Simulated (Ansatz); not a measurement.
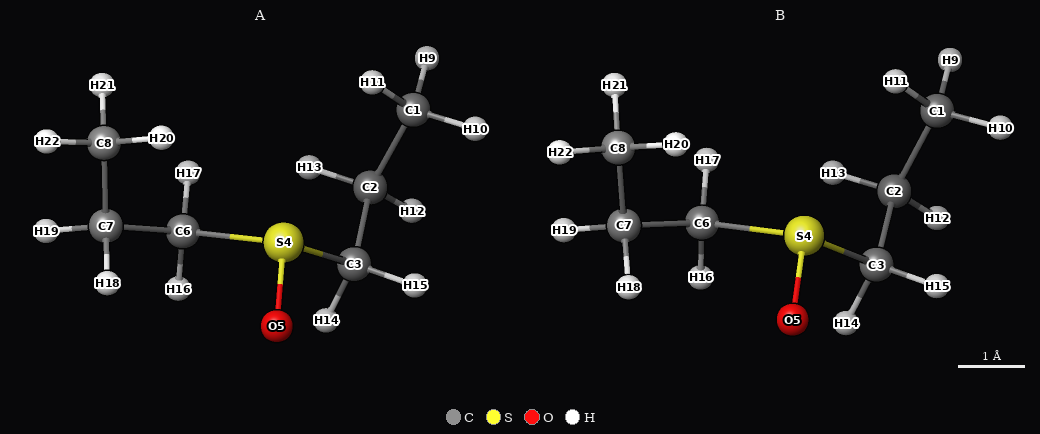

Two geometries of C$_{6}$H$_{14}$OS, drawn at one scale. One is the start of a relaxation, the other its converged end. A ball-and-stick model, seen at a tilt.

Method: Ansatz 0.2.0, RKS PBE0-D4/def2-TZVP. Settings: force threshold 0.005 eV/Å; at most 150 steps.

**Which geometry has the lower energy?**

Structure A is the relaxed one. The start comes from PBE-D4/def2-SVP. The energy falls by 15.3 kJ/mol in 14 geometry steps. The largest force component goes from 1.7 to 0.0027 eV/Å. H22 moves most after the best rigid fit: 0.22 Å. By element the largest moves are H 0.22 Å, C 0.15 Å, O 0.15 Å, S 0.11 Å. Among the contacts that change: S4–C6 1.868 → 1.811 Å, C3–S4 1.863 → 1.812 Å, S4–O5 1.524 → 1.486 Å, C1–H10 1.110 → 1.093 Å.
